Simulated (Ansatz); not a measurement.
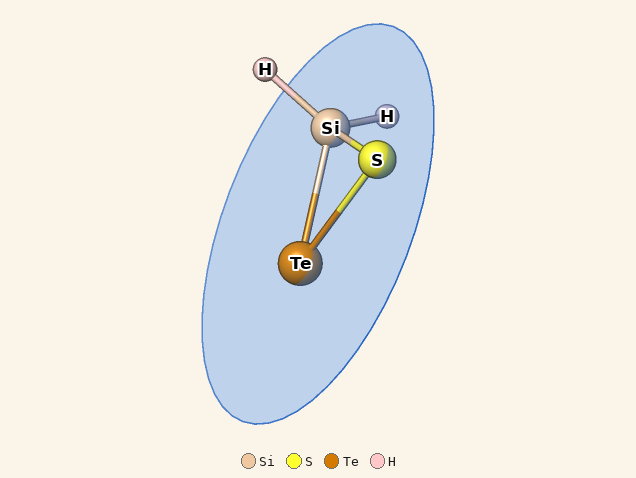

All proper rotation axes (lines) and mirror planes (discs) of the structure are drawn in. Depth is shown by fading: the farther an atom, the more it takes the colour of the background. The computed structure is the end point of a PBE0-D4/def2-TZVP optimisation. No frequency run is at hand to confirm it as a minimum.

Name the symmetry elements and the point group.

Answer. It has 1 mirror plane. Point group Cs. The group has 2 operations. The geometry is achiral, and symmetry allows a dipole moment.
